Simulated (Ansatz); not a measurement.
Reaction (SMILES): [N]=O (N-O) → N atom + O atom
B3LYP-D3(BJ)/def2-TZVP geometries, fixed; electronic energies without zero-point terms.

Basis-set convergence of the atomisation energy at PBE with Ansatz (an electronic-structure program). Cartesian d functions, on some or all atoms, in 6-31G**; all else is spherical. The program fits the integrals of some runs and decomposes those of others, by size. Open shells are unrestricted. No added dispersion term, no relativity. Functions are those of the species that has most. Reference: the value in aug-cc-pV5Z, 172.30 kcal/mol, itself unsure by roughly 0.05 kcal/mol (its mean distance from pcseg-4, aug-pcseg-3, aug-cc-pVQZ). Deviations are taken from unrounded values.

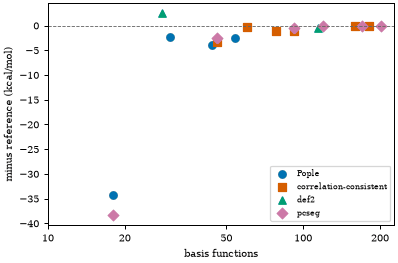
Deviation from the reference against the number of basis functions, by family of sets.

| basis | functions | atomisation energy (kcal/mol) | minus reference (kcal/mol) |
|---|---|---|---|
| 3-21G | 18 | 138.10 | -34.20 |
| pcseg-0 | 18 | 134.00 | -38.31 |
| def2-SVP | 28 | 174.82 | 2.52 |
| 6-31G** | 30 | 170.00 | -2.30 |
| 6-311+G** | 44 | 168.38 | -3.92 |
| aug-cc-pVDZ | 46 | 169.00 | -3.30 |
| aug-pcseg-1 | 46 | 169.79 | -2.51 |
| 6-311++G(2d,2p) | 54 | 169.79 | -2.51 |
| cc-pVTZ | 60 | 171.97 | -0.33 |
| jun-cc-pV(T+d)Z | 78 | 171.20 | -1.10 |
| aug-cc-pVTZ | 92 | 171.24 | -1.06 |
| aug-pcseg-2 | 92 | 171.77 | -0.54 |
| def2-QZVPP | 114 | 171.77 | -0.53 |
| pcseg-3 | 120 | 172.16 | -0.14 |
| aug-cc-pVQZ | 160 | 172.26 | -0.04 |
| aug-pcseg-3 | 170 | 172.27 | -0.03 |
| cc-pV5Z | 182 | 172.21 | -0.10 |
| pcseg-4 | 202 | 172.23 | -0.08 |
